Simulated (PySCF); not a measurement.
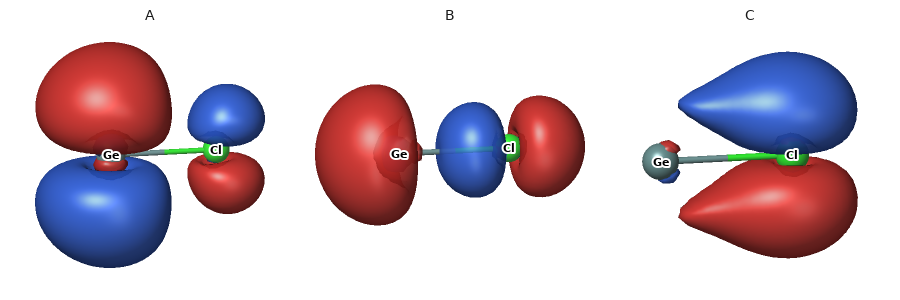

Figure. GeCl (charge +1). Three frontier orbitals, each drawn at the value that holds 80 % of its norm (red and blue are the two phases), in no order; of a degenerate pair one member is drawn.

Computed with PBE0/def2-SVP, non-relativistic Hamiltonian with scalar-relativistic core potentials where named, at a bond length of 2.082 Å (PySCF 2.14.0).

### Label each orbital by symmetry, say whether it is occupied, and order them by energy.

Orbital C: π, occupied, −16.43 eV; mainly on Cl (85 %).
Orbital B: σ, occupied, −16.20 eV; shared between the atoms (Ge 55 %, Cl 45 %).
Orbital A: π, empty, −9.64 eV; mainly on Ge (85 %).
